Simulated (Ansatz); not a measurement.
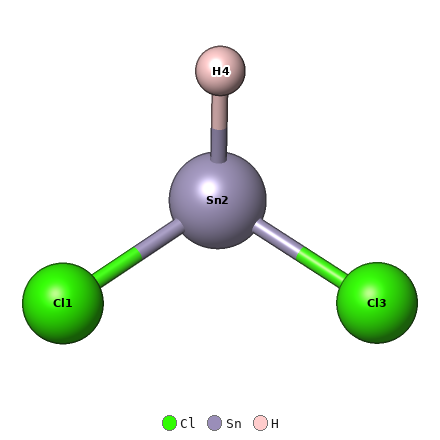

The system is Cl₂HSn, SMILES [Cl][SnH][Cl], spin multiplicity 2; the picture shows the grid point nearest to the relaxed geometry. Two internal coordinates are moved rigidly from the geometry relaxed at PBE0-D4/def2-TZVP, all others fixed. The first coordinate is: bond Sn2–H4; the second: angle Cl1–Sn2–H4. Grid: 5 × 5 points. Points are written as (first, second). Energies: kcal/mol, counted from the lowest grid point. Level of theory: UHF-CCSD(T), frozen core/def2-TZVPP (Ansatz 0.2.0).

Its coordinates:

```yaml
atoms:
  - { symbol: Cl, position_ang: [-2.0909, 0.0999, 0.0323] }
  - { symbol: Sn, position_ang: [0.1420, -0.1443, -0.6065] }
  - { symbol: Cl, position_ang: [1.1408, -1.4479, 1.0539] }
  - { symbol: H, position_ang: [0.8912, 1.4919, -0.4962] }
```

Range: bond Sn2–H4 from 1.493 to 2.257 Å; angle Cl1–Sn2–H4 from 76.6 to 136.6°.

**What landscape does the calculation give?**

The lowest grid point is at (1.803 Å, 106.6°). The bottom of the well lies between grid points, at about (1.718 Å, 107°), about 0.84 kcal/mol lower on the interpolated surface. No other kind of well shows on this grid. The highest grid point, (2.257 Å, 76.6°), lies 24.6 kcal/mol above the lowest. Round the minimum the two coordinates are nearly uncoupled.

```tsv
angle Cl1–Sn2–H4 ↓, bond Sn2–H4 →	1.493	1.619	1.803	2.019	2.257
136.6	18.3	9.6	8.3	14.1	21.6
121.6	11.7	3.0	2.1	8.9	18.0
106.6	9.5	0.8	0.0	7.2	17.0
91.6	12.4	3.6	2.6	9.6	19.2
76.6	21.5	12.5	11.0	17.0	24.6
```

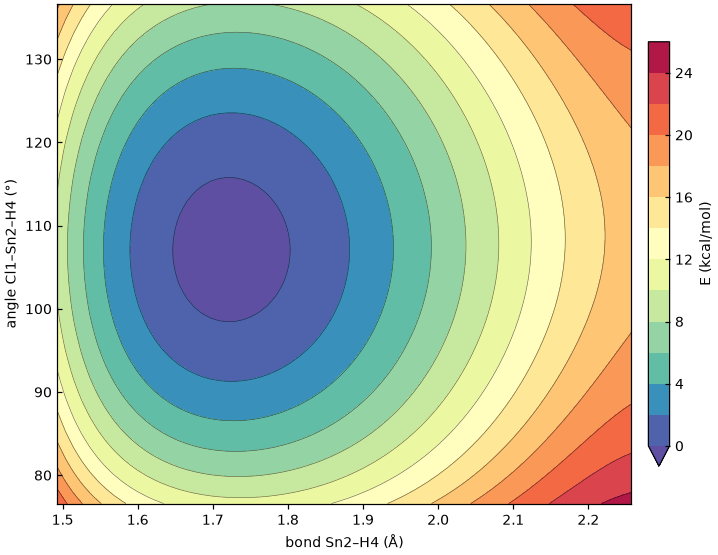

Drawn: filled contours. Between grid points the surface is interpolated.
